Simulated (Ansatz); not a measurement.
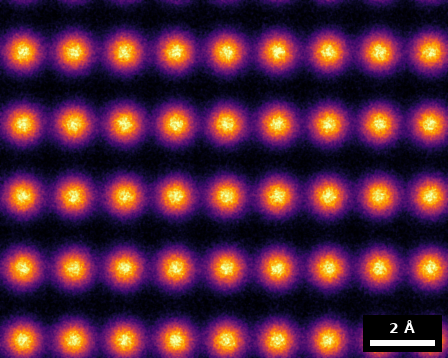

HAADF-like image of W. Simulated incoherent Z contrast: every atom adds Z^1.7 spread by a probe of 0.89 Å full width; channelling and multiple scattering are left out. The probe carries 25 % of its weight in a tail 2.5 times as wide. Shot noise was added.

Give the net of the columns and its spacings.

Answer. The pattern repeats on a rectangular net of 1.6 × 2.3 Å.

Which plane group does this projection have?

Answer. p2mm: mirror lines in two perpendicular directions, with twofold points where they cross.

How many columns does the smallest repeating cell hold, and how many levels of brightness?

Answer. 1 column in the primitive cell of 3.6 Å², all of one brightness.

The crystal is W (Im-3m, No. 229) seen along [110]. Model: the input geometry of a calculation.
